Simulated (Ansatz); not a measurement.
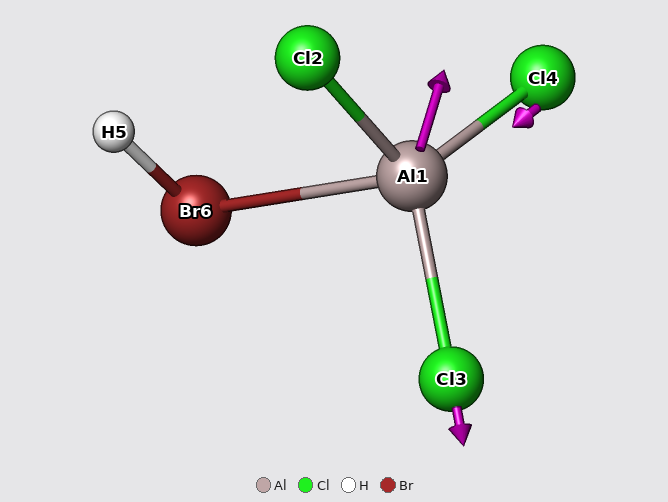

The arrows show one normal mode. Harmonic vibrations computed with RKS PBE0-D4/def2-TZVP (Ansatz 0.2.0) at a stationary point of the same level. It is a saddle point of order 1.

Estimate its harmonic wavenumber.

Answer. 598 cm⁻¹; it is mode 11 of 12 counted from the lowest.
